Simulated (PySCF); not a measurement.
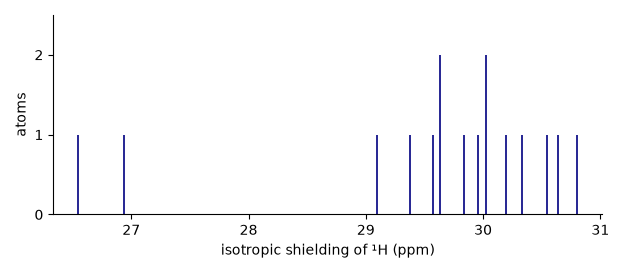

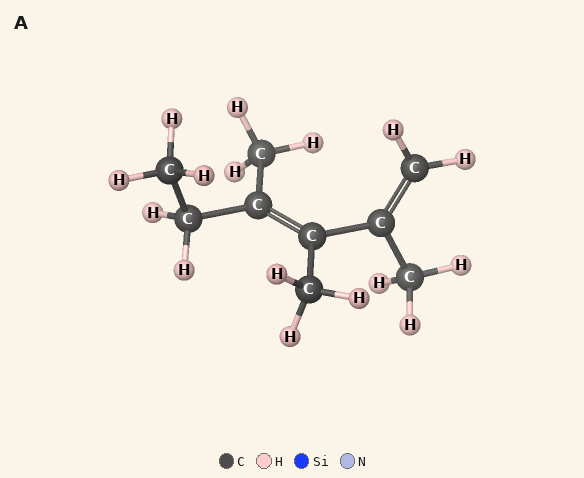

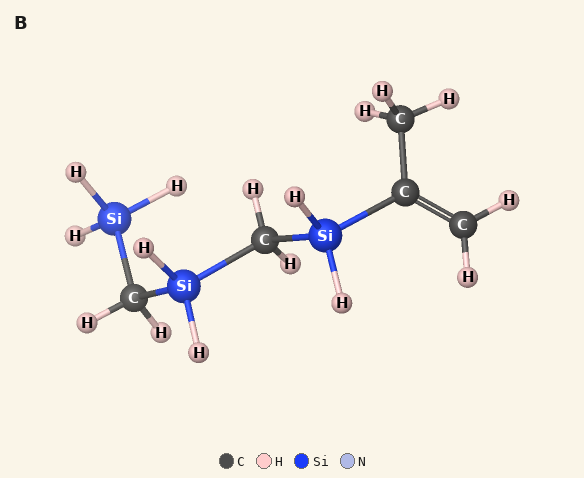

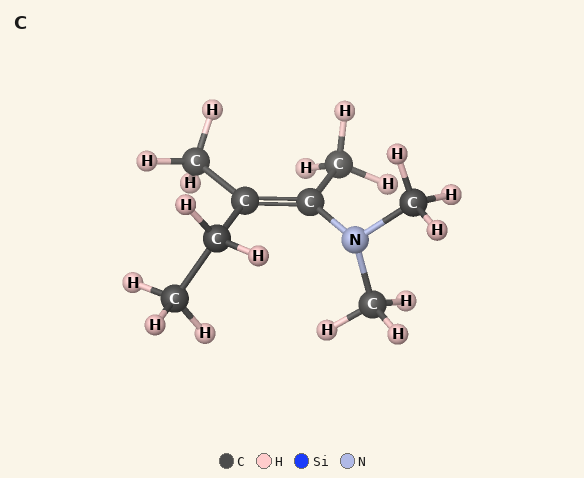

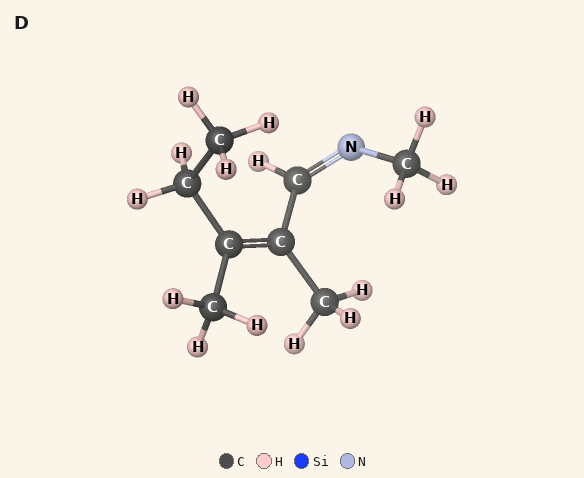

The sticks are computed shieldings of one of the molecules, for one fixed geometry (GFN2-xTB) without averaging over rotations. Low shielding means a high chemical shift. Method: GIAO PBE0/pcSseg-1 NMR shielding, non-relativistic, gas phase (PySCF 2.14.0).

### Which molecule gives this pattern?

A, `C=C(C)/C(C)=C(\C)CC`. Its 16 H atoms give lines at 26.55, 26.94, 29.10, 29.38, 29.57, 29.63 (2 atoms), 29.84, 29.95, 30.02 (2 atoms), 30.20, 30.34, 30.55, 30.64, 30.80 ppm.

The geometry is semi-empirical. Around Si such bond lengths and angles can be off by a tenth of an ångström or more and by several degrees, and values that hang on the shape move with them.
